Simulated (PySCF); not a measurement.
# GaSiH4SClO (SMILES S[SiH](Cl)[O][GaH2]): levels of theory compared

Aim: a comparison of 5 runs (HF/STO-3G, HF/def2-SVP, B3LYP/6-31G*, PBE0/def2-SVP, SVWN5/aug-cc-pVDZ) of GaSiH4SClO. Input form: a Python script.

The calculation is run with PySCF 2.14.0.

## Step 1: The structure to begin with

GaSiH4SClO: 9 atoms, total charge 0, spin state singlet. SMILES: `S[SiH](Cl)[O][GaH2]`. Geometry: relaxed at PBE0-D4/def2-TZVP. This is one conformer, not always the lowest.

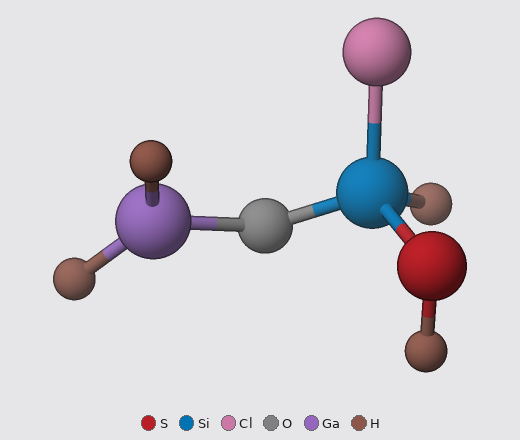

The structure, seen from a chosen angle (sulfur red, silicon blue, chlorine pink, oxygen grey, gallium purple, hydrogen brown).

## Step 2: Energy and forces at HF/STO-3G (run 1)

Contents of start.xyz:

```xyz
9
ClGaH4OSSi
S     -1.031300     1.992600     0.695400
Si     0.678100     0.720200     0.652100
Cl     1.884800     1.569300    -0.780500
O      0.310100    -0.801500     0.280900
Ga    -0.386600    -1.630500    -1.161300
H     -1.599900     1.305300     1.702700
H      1.405000     0.739200     1.935400
H     -0.533000    -0.774900    -2.451500
H     -0.727200    -3.119700    -0.873200
```

Contents of calc.py:

```python
# S[SiH](Cl)[O][GaH2]
import pyscf.grad
from pyscf import gto

system = gto.M(
    atom='start.xyz',
    basis='sto-3g',
    max_memory=1860,
    verbose=4,
)

mf = system.RHF()
mf.conv_tol = 1e-10
mf.kernel()
if not mf.converged:
    mf = mf.newton().run(mf.mo_coeff, mf.mo_occ)

etot = mf.e_tot
print('E = %.10f Eh' % etot)
grad = mf.Gradients().kernel()
dip = mf.dip_moment()
pop, q = mf.mulliken_pop()
```

Started as:

```bash
OMP_NUM_THREADS=1 python calc.py
```

The log of the run:

```text
PySCF version 2.14.0

[... 77 lines left out ...]
converged SCF energy = -3110.5282799605
[... 12 lines left out ...]
Dipole moment(X, Y, Z, Debye): -1.65534, -2.19360,  1.65307
[... 25 lines left out ...]
pop of  2 Cl 3px          1.81500
pop of  2 Cl 3py          1.89105
pop of  2 Cl 3pz          1.74184
pop of  3 O 1s            1.99768
pop of  3 O 2s            1.82076
pop of  3 O 2px           1.69991
pop of  3 O 2py           1.41365
pop of  3 O 2pz           1.62591
pop of  4 Ga 1s           1.99999
pop of  4 Ga 2s           1.99928
pop of  4 Ga 3s           1.99866
pop of  4 Ga 4s           1.13290
pop of  4 Ga 2px          1.99957
pop of  4 Ga 2py          1.99965
pop of  4 Ga 2pz          1.99964
pop of  4 Ga 3px          1.97815
pop of  4 Ga 3py          1.98448
pop of  4 Ga 3pz          1.98358
pop of  4 Ga 4px          0.25337
pop of  4 Ga 4py          0.76884
pop of  4 Ga 4pz          0.63716
pop of  4 Ga 3dxy         1.97899
pop of  4 Ga 3dyz         1.91386
pop of  4 Ga 3dz^2        1.95580
pop of  4 Ga 3dxz         1.96982
pop of  4 Ga 3dx2-y2      1.92812
pop of  5 H 1s            1.04228
pop of  6 H 1s            1.13778
pop of  7 H 1s            1.10075
pop of  8 H 1s            1.10460
 ** Mulliken atomic charges  **
charge of    0S =     -0.07462
charge of    1Si =      0.91969
charge of    2Cl =     -0.41991
charge of    3O =     -0.55791
charge of    4Ga =      0.51815
charge of    5H =     -0.04228
charge of    6H =     -0.13778
charge of    7H =     -0.10075
charge of    8H =     -0.10460
```

Wall time 5.1 s (1 thread of Intel Xeon at 2.70GHz, shared host); peak memory 0.13 GiB.

## Step 3: Energy and gradient at HF/def2-SVP (run 2)

Contents of job.py:

```python
from pyscf import gto, scf

molecule = gto.M(
    atom='''
S     -1.948875     3.765468     1.314116
Si     1.281423     1.360981     1.232290
Cl     3.561756     2.965547    -1.474931
O      0.586004    -1.514615     0.530824
Ga    -0.730568    -3.081198    -2.194539
H     -3.023373     2.466660     3.217637
H      2.655065     1.396886     3.657376
H     -1.007224    -1.464349    -4.632664
H     -1.374209    -5.895379    -1.650109
''',
    charge=0,
    max_memory=1860,
    spin=0,
    basis='def2-svp',
    verbose=3,
    unit='bohr',
)

mf = scf.RHF(molecule)
mf.conv_tol = 1e-10
mf.kernel()
if not mf.converged:
    mf = mf.newton().run(mf.mo_coeff, mf.mo_occ)

etot = mf.e_tot
print('E = %.10f Eh' % etot)
grad = mf.nuc_grad_method().kernel()
dip = mf.dip_moment()
pop, q = mf.mulliken_pop()
```

Started as:

```bash
OMP_NUM_THREADS=1 python job.py
```

The log of the run:

```text
converged SCF energy = -3145.89029509699
[... 9 lines left out ...]
Dipole moment(X, Y, Z, Debye): -1.27958, -2.26353,  0.05875
[... 91 lines left out ...]
pop of  4 Ga 4dxy         0.36369
pop of  4 Ga 4dyz         0.36314
pop of  4 Ga 4dz^2        0.36239
pop of  4 Ga 4dxz         0.36366
pop of  4 Ga 4dx2-y2      0.36499
pop of  4 Ga 5dxy         0.02446
pop of  4 Ga 5dyz         0.04142
pop of  4 Ga 5dz^2        0.04921
pop of  4 Ga 5dxz         0.02645
pop of  4 Ga 5dx2-y2      0.03293
pop of  5 H 1s            0.70933
pop of  5 H 2s            0.18125
pop of  5 H 2px           0.00877
pop of  5 H 2py           0.00975
pop of  5 H 2pz           0.01508
pop of  6 H 1s            0.75119
pop of  6 H 2s            0.37454
pop of  6 H 2px           0.00308
pop of  6 H 2py           0.00034
pop of  6 H 2pz           0.00819
pop of  7 H 1s            0.69771
pop of  7 H 2s            0.46175
pop of  7 H 2px           0.00039
pop of  7 H 2py           0.00289
pop of  7 H 2pz           0.00536
pop of  8 H 1s            0.69943
pop of  8 H 2s            0.46242
pop of  8 H 2px           0.00066
pop of  8 H 2py           0.00702
pop of  8 H 2pz           0.00089
 ** Mulliken atomic charges  **
charge of    0S =     -0.33474
charge of    1Si =      1.10556
charge of    2Cl =     -0.37054
charge of    3O =     -0.85735
charge of    4Ga =      0.85711
charge of    5H =      0.07583
charge of    6H =     -0.13734
charge of    7H =     -0.16811
charge of    8H =     -0.17041
```

It took 18 s on 1 thread of Intel Xeon at 2.70GHz, shared host; peak memory 0.32 GiB.

Runs 3 to 4 aren't shown in full; the table further down has their settings and results.

## Step 4: Energy and forces at SVWN5/aug-cc-pVDZ (run 5)

Contents of input.py:

```python
import pyscf.grad
from pyscf import gto, dft

molecule = gto.M(
    atom='''
S   -1.031300   1.992600   0.695400
Si   0.678100   0.720200   0.652100
Cl   1.884800   1.569300  -0.780500
O    0.310100  -0.801500   0.280900
Ga  -0.386600  -1.630500  -1.161300
H   -1.599900   1.305300   1.702700
H    1.405000   0.739200   1.935400
H   -0.533000  -0.774900  -2.451500
H   -0.727200  -3.119700  -0.873200
''',
    basis='aug-cc-pvdz',
    verbose=4,
    spin=0,
    charge=0,
    max_memory=1860,
)

ks = dft.RKS(molecule, xc='svwn')
ks.grids.level = 5
ks.conv_tol = 1e-10
ks.kernel()
if not ks.converged:
    ks = ks.newton().run(ks.mo_coeff, ks.mo_occ)

etot = ks.e_tot
print('Final energy', etot)
grad = ks.Gradients().kernel()
ks.analyze()
```

Started as:

```bash
OMP_NUM_THREADS=1 python input.py
```

The log of the run:

```text
PySCF version 2.14.0

[... 105 lines left out ...]
DFT Exchange-Correlation Energy =     -152.330489823103875
[... 17 lines left out ...]
MO #16  energy= -5.70322433772484  occ= 2
[... 15 lines left out ...]
MO #32  energy= -0.758541234364488 occ= 2
[... 15 lines left out ...]
MO #48  energy= -0.0343156944558953 occ= 0
[... 15 lines left out ...]
MO #64  energy= 0.0729032555577374 occ= 0
[... 15 lines left out ...]
MO #80  energy= 0.184136211304726  occ= 0
[... 15 lines left out ...]
MO #96  energy= 0.321083918593513  occ= 0
[... 15 lines left out ...]
MO #112 energy= 0.503622648587451  occ= 0
[... 15 lines left out ...]
MO #128 energy= 0.777037756869224  occ= 0
[... 15 lines left out ...]
MO #144 energy= 1.07233404199519   occ= 0
[... 15 lines left out ...]
MO #160 energy= 1.62373152535894   occ= 0
[... 15 lines left out ...]
MO #176 energy= 3.44132886073276   occ= 0
[... 149 lines left out ...]
pop of  5 H 3py           0.00105
pop of  5 H 3pz           0.00056
pop of  6 H 1s            1.05969
pop of  6 H 2s            0.00464
pop of  6 H 3s            0.00115
pop of  6 H 2px           0.00136
pop of  6 H 2py           0.00097
pop of  6 H 2pz           0.00179
pop of  6 H 3px           0.00129
pop of  6 H 3py           0.00100
pop of  6 H 3pz           0.00164
pop of  7 H 1s            1.01110
pop of  7 H 2s            0.00371
pop of  7 H 3s            0.00037
pop of  7 H 2px           0.00018
pop of  7 H 2py           0.00081
pop of  7 H 2pz           0.00114
pop of  7 H 3px           0.00015
pop of  7 H 3py           0.00034
pop of  7 H 3pz           0.00047
pop of  8 H 1s            1.00760
pop of  8 H 2s            0.00394
pop of  8 H 3s            0.00034
pop of  8 H 2px           0.00019
pop of  8 H 2py           0.00148
pop of  8 H 2pz           0.00026
pop of  8 H 3px           0.00016
pop of  8 H 3py           0.00032
pop of  8 H 3pz           0.00038
 ** Mulliken atomic charges  **
charge of    0S =     -0.30664
charge of    1Si =      0.86610
charge of    2Cl =     -0.28648
charge of    3O =     -0.71688
charge of    4Ga =      0.42031
charge of    5H =      0.13004
charge of    6H =     -0.07352
charge of    7H =     -0.01825
charge of    8H =     -0.01468
Dipole moment(X, Y, Z, Debye): -1.17214, -2.04207,  0.01490
```

It took 2 min on 1 thread of Intel Xeon at 2.70GHz, shared host; peak memory 1.6 GiB.

## Step 5: Overview of the runs

| run | level | integration grid | energy (Eh) | dipole moment (D) | HOMO energy (eV) | LUMO energy (eV) | wall time |
| --- | --- | --- | --- | --- | --- | --- | --- |
| 1 | HF/STO-3G | – | -3110.528280 | 3.21 | -7.75 | 4.72 | 5.1 s |
| 2 | HF/def2-SVP | – | -3145.890295 | 2.60 | -10.53 | 1.18 | 18 s |
| 3 | B3LYP/6-31G* (spherical functions) | 5 | -3150.261221 | 2.75 | -7.37 | -2.00 | 84 s |
| 4 | PBE0/def2-SVP | 5 | -3149.097187 | 2.44 | -7.59 | -1.64 | 59 s |
| 5 | SVWN5/aug-cc-pVDZ | 5 | -3142.907845 | 2.35 | -6.60 | -2.80 | 2 min |

## Step 6: Outcome

| quantity | value |
| --- | --- |
| run 5: total energy | -3142.90784 Eh |
| run 5: dipole moment | 2.35 D |
| run 5: HOMO energy | -6.60 eV |
| run 5: LUMO energy | -2.80 eV |
| run 5: HOMO–LUMO gap | 3.80 eV |
| run 5: largest force on an atom | 1.596 eV/Å |

What this shows: The dipole moment (its size) runs from 2.35 D (SVWN5/aug-cc-pVDZ) to 3.21 D (HF/STO-3G). The two ends differ in method and basis. The HOMO–LUMO gap runs from 3.80 eV (SVWN5/aug-cc-pVDZ) to 12.47 eV (HF/STO-3G). Totals of different functionals can't be ranked against each other. In run 1 the basis is minimal, so the values are rough. All runs together took 4.8 min, the longest 2 min.
